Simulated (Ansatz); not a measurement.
The relaxed structure here is a generated cell of SnSe: the first start was made by placing the elements on the sites of a structure type, and the end was not matched to a known phase here, so it may be hypothetical. Known forms of SnSe include space group No. 62.

The end point of a relaxation of SnSe. Space group F-43m (No. 216), zinc blende type. These are r2SCAN (plane waves to 500 eV, PAW, scalar-relativistic; Ansatz, a first-principles code) values and carry that method's errors.

```cif
data_Se4Sn4
_chemical_formula_sum 'Se4 Sn4'
_space_group_name_H-M_alt 'F-43m'
_space_group_IT_number 216
_space_group_name_Hall 'F -4 2 3'
_cell_length_a 6.72481
_cell_length_b 6.72481
_cell_length_c 6.72481
_cell_angle_alpha 90.000
_cell_angle_beta 90.000
_cell_angle_gamma 90.000
loop_
_atom_site_label
_atom_site_type_symbol
_atom_site_symmetry_multiplicity
_atom_site_Wyckoff_symbol
_atom_site_fract_x
_atom_site_fract_y
_atom_site_fract_z
_atom_site_occupancy
Se1 Se 4 c 0.25000 0.25000 0.25000 1
Sn1 Sn 4 a 0.00000 0.00000 0.00000 1
```
(The calculation used a cell of 2 atoms; values per cell refer to that cell.)

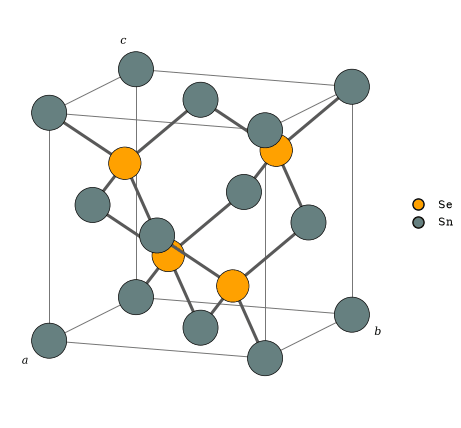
*The conventional cell of the relaxed structure*

```json
{
  "volume_per_atom": "38.01 Å³",
  "band_gap": "no clear gap: the sampled points leave 0.04 eV away from the symmetry points, which may be a band crossing missed between them",
  "smallest_direct_gap": "0.74 eV at X",
  "shortest_distances": "Se–Sn 2.91 Å",
  "k-mesh": "12×12×12"
}
```

Band energies at high-symmetry points (eV from the VBM; labels of this space group; no spin-orbit coupling), from −5 eV up to 4.7 eV:

```json
[
 {"point": "Γ", "energies": "-2.55 -2.55 -2.55 1.55 1.55 1.55"},
 {"point": "X", "energies": "-3.79 -3.79 -0.69 0.04 4.57 4.57"},
 {"point": "U", "energies": "-4.24 -3.59 -0.54 1.26 3.56 3.82"},
 {"point": "K", "energies": "-4.24 -3.59 -0.54 1.26 3.56 3.82"},
 {"point": "L", "energies": "-3.08 -3.08 -2.27 2.34 2.34 3.49"},
 {"point": "W", "energies": "-4.09 -4.00 0.00 1.76 2.22 4.06"}
]
```

No spin polarisation in the result.

The run could not lose the symmetry of its start, so the end can be a saddle point.

All atoms sit on sites fixed by symmetry, so only the cell could relax.
